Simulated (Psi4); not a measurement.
# BNH3 (SMILES B[NH]): UDSD-PBEP86/def2-TZVPP (density fitting for correlation)

What is the vertical doublet–quartet gap of BNH3 at UDSD-PBEP86/def2-TZVPP (density fitting for correlation)? 

The calculation is run with Psi4 1.11.

1 further run of the same task is left out (it didn't finish).

## Step 1: The structure to begin with

BNH3 has 5 atoms, charge 0, and is taken as a doublet. SMILES: `B[NH]`. The shape is that of a PBE0-D4/def2-TZVP optimisation.

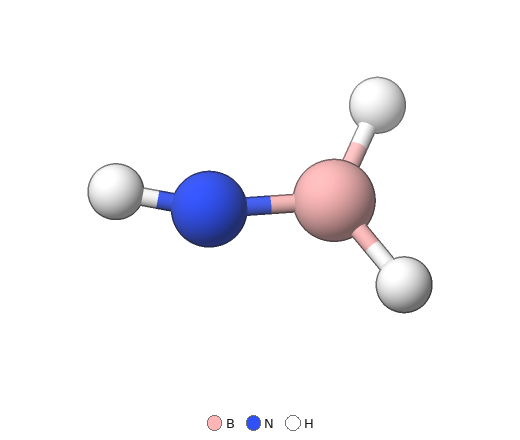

The structure, seen from a chosen angle (boron pink, nitrogen blue, hydrogen white).

## Step 2: A single-point energy at UDSD-PBEP86/def2-TZVPP (density fitting for correlation)

File input.inp:

```
memory 1600 mb

molecule molecule1 {
  0 2
  B
  N 1 1.328668
  H 1 1.210262 2 118.81381
  H 1 1.203621 3 119.94922 2 179.99546
  H 2 0.999182 1 163.93826 4 179.85312
  symmetry c1
  no_reorient
  no_com
}

set globals {
  reference uks
  puream true
  e_convergence 1e-09
  d_convergence 1e-08
  scf_type pk
  dft_radial_points 99
  dft_spherical_points 590
  num_frozen_docc 2
  maxiter 200
}

energy("dsd-pbep86/def2-TZVPP")
```

On the command line:

```console
$ psi4 input.inp input.out -n 1
```

input.out:

```text
[...]
  Running in c1 symmetry.
[...]
  Nuclear repulsion =   27.148139970982687
[...]
  Multiplicity = 2
[...]
  Nalpha       = 8
  Nbeta        = 7
[...]
    Number of basis functions: 104
[...]
   @UKS iter   1:   -80.92305483261916   -7.18566e-01   4.83132e-03 ADIIS/DIIS
[...]
   @UKS iter  14:   -81.07013583451996   -2.33058e-12   2.71493e-09 DIIS
[...]
   @S^2 Observed:                7.669204861E-01
[...]
    Orbital Energies [Eh]
    ---------------------
    Alpha Occupied:
       1A    -15.162546     2A     -7.288632     3A     -1.081778
       4A     -0.709856     5A     -0.545834     6A     -0.530165
       7A     -0.429656     8A     -0.380427
    Alpha Virtual:
       9A      0.079356    10A      0.094204    11A      0.133504
      12A      0.146618    13A      0.162729    14A      0.219027
      15A      0.237920    16A      0.276432    17A      0.393694
      18A      0.420085    19A      0.468925    20A      0.475374
      21A      0.491687    22A      0.527206    23A      0.549255
      24A      0.606453    25A      0.614708    26A      0.687073
[...]
  @UKS Final Energy:   -81.07013583451996
   => Energetics <=
    Nuclear Repulsion Energy =             27.1481399709826867
    One-Electron Energy =                -162.3857347306232271
    Two-Electron Energy =                  57.6013835098170546
    DFT Exchange-Correlation Energy =      -3.4339245846964790
    Empirical Dispersion Energy =           0.0000000000000000
    VV10 Nonlocal Energy =                  0.0000000000000000
    Total Energy =                        -81.0701358345199594
[...]
 Multipole Moments:
 ------------------------------------------------------------------------------------
     Multipole            Electronic (a.u.)      Nuclear  (a.u.)        Total (a.u.)
 ------------------------------------------------------------------------------------
 L = 1.  Multiply by 2.5417464519 to convert [e a0] to [Debye]
 Dipole X            :          0.0000036            0.0005645            0.0005681
 Dipole Y            :         -0.1328357            0.2679612            0.1351255
 Dipole Z            :          0.9006263           -0.2938468            0.6067796
 Magnitude           :                                                    0.6216435
[...]
```

It took 68 s on 1 thread of Intel Xeon at 2.50GHz (Skylake/Cascade Lake), shared host; peak memory 0.64 GiB.

## Step 3: The quartet at the same level

File bh3n_ase.py:

```python
import numpy as np
from ase.calculators.psi4 import Psi4
from ase import Atoms

mol = Atoms(['B', 'N', 'H', 'H', 'H'], positions=[
    [-0.310800, -0.370100, -0.091600],
    [0.531200, 0.655200, -0.019800],
    [-0.414800, -1.107400, 0.862500],
    [-0.964100, -0.573100, -1.081900],
    [1.208400, 1.321700, 0.289300],
])
calc = Psi4(atoms=mol, method='dsd-pbep86', basis='def2-TZVPP', memory='1600MB', num_threads=1, charge=0, multiplicity=4, label='calc', reference='uks')
calc.psi4.set_options({'puream': True, 'e_convergence': 1e-09, 'd_convergence': 1e-08, 'scf_type': 'pk', 'dft_radial_points': 99, 'dft_spherical_points': 590, 'num_frozen_docc': 2, 'maxiter': 200})
mol.calc = calc

print(f'energy: {mol.get_potential_energy():.6f} eV')
```

On the command line:

```console
$ python bh3n_ase.py
```

calc.dat:

```text
[...]
  Running in c1 symmetry.
[...]
  Nuclear repulsion =   27.148135806541628
[...]
  Multiplicity = 4
[...]
  Nalpha       = 9
  Nbeta        = 6
[...]
    Number of basis functions: 104
[...]
   @UKS iter   1:   -80.80067022545578   -5.96182e-01   3.12261e-03 DIIS/ADIIS
[...]
   @UKS iter  14:   -80.86780935619026   -7.50333e-12   4.47446e-09 DIIS
[...]
   @S^2 Observed:                3.773889556E+00
[...]
    Orbital Energies [Eh]
    ---------------------
    Alpha Occupied:
       1A    -15.277940     2A     -7.258368     3A     -1.202624
       4A     -0.792503     5A     -0.613789     6A     -0.606713
       7A     -0.545284     8A     -0.402191     9A     -0.163787
    Alpha Virtual:
      10A      0.057476    11A      0.121033    12A      0.141584
      13A      0.157644    14A      0.194569    15A      0.214365
      16A      0.275985    17A      0.353468    18A      0.384679
      19A      0.398512    20A      0.446752    21A      0.472611
      22A      0.500366    23A      0.511643    24A      0.576390
      25A      0.583407    26A      0.670071    27A      0.750297
[...]
  @UKS Final Energy:   -80.86780935619026
   => Energetics <=
    Nuclear Repulsion Energy =             27.1481358065416281
    One-Electron Energy =                -161.5781387347731766
    Two-Electron Energy =                  56.9881362692214566
    DFT Exchange-Correlation Energy =      -3.4259426971801794
    Empirical Dispersion Energy =           0.0000000000000000
    VV10 Nonlocal Energy =                  0.0000000000000000
    Total Energy =                        -80.8678093561902642
[...]
 Multipole Moments:
 ------------------------------------------------------------------------------------
     Multipole            Electronic (a.u.)      Nuclear  (a.u.)        Total (a.u.)
 ------------------------------------------------------------------------------------
 L = 1.  Multiply by 2.5417464519 to convert [e a0] to [Debye]
 Dipole X            :          1.2926352           -0.1195010            1.1731341
 Dipole Y            :          1.6231930           -0.2989976            1.3241955
 Dipole Z            :          0.0318850            0.2333867            0.2652717
 Magnitude           :                                                    1.7888841
[...]
```

Standard output:

```text
energy: -2204.227724 eV
```

It took 69 s on 1 thread of Intel Xeon at 2.50GHz (Skylake/Cascade Lake), shared host; peak memory 0.66 GiB.

## Step 4: What came out

Level: UDSD-PBEP86/def2-TZVPP (density fitting for correlation), 2 core orbitals frozen.

| quantity | value |
| --- | --- |
| doublet: total energy | -81.22170 Eh |
| doublet: HOMO energy (SCF part's orbitals) (highest over α and β) | -10.35 eV |
| doublet: LUMO energy (SCF part's orbitals) (lowest over α and β) | 0.12 eV |
| doublet: ⟨S²⟩ | 0.767 |
| quartet: total energy | -81.00388 Eh |
| quartet: HOMO energy (SCF part's orbitals) (highest over α and β) | -4.46 eV |
| quartet: LUMO energy (SCF part's orbitals) (lowest over α and β) | -2.30 eV |
| quartet: ⟨S²⟩ | 3.774 |
| vertical energy of the quartet above the doublet | 5.927 eV |

At this shape the quartet lies 5.93 eV (137 kcal/mol) above the doublet.
